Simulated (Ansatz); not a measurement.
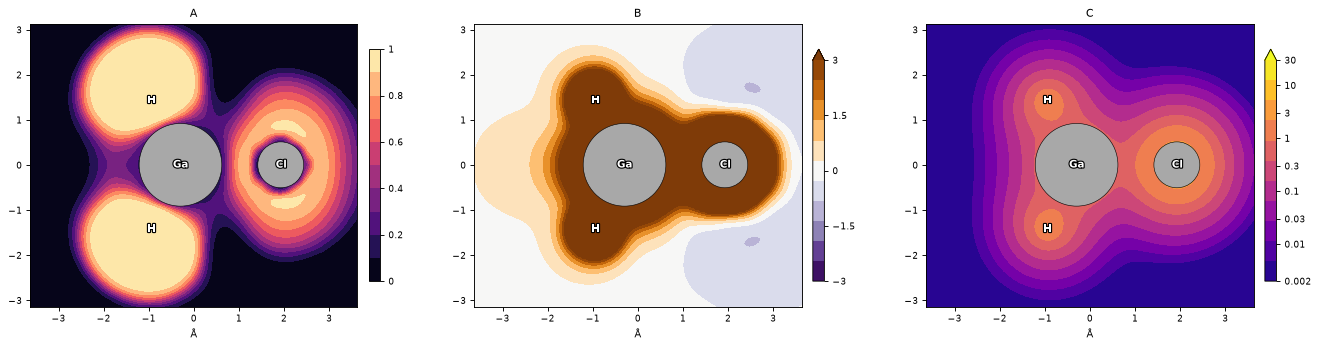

ClGaH₂···H₂: 3 fields on the plane of atoms Cl2, Ga1 and H4, with unlabelled colour scales. Grey discs cover the atomic cores.

Not at a stationary point (largest force 1.9 eV/Å).

Level of theory: RKS PBE/def2-SVP in Ansatz 0.2.0.

```yaml
atoms:
  - { symbol: Ga, position_ang: [-0.0018, 0.2278, 0.0426] }
  - { symbol: Cl, position_ang: [-0.0059, 0.4864, 2.2506] }
  - { symbol: H, position_ang: [1.4256, 0.2057, -0.6045] }
  - { symbol: H, position_ang: [-1.4283, 0.1380, -0.6011] }
  - { symbol: H, position_ang: [0.0868, -2.4349, 0.7957] }
  - { symbol: H, position_ang: [0.0684, -1.9047, 1.2901] }
```

Which field does each panel show? The fields are: electron density, electron localisation function and electrostatic potential.

Answer. Panel A: electron localisation function. Panel B: electrostatic potential (strongly positive close to the atoms, with negative regions outside electron-rich atoms). Panel C: electron density. From the grid: Ga–Cl (2.22 Å): ρ at the midpoint is about 0.59 e/Å³; the ELF peaks at about 0.85 in the valence shell of Cl, 0.9 Å from its nucleus, and is about 0.55 at the midpoint. Ga–H (1.57 Å): ρ is about 0.97 e/Å³ halfway; the ELF climbs to about 1 towards the hydrogen.
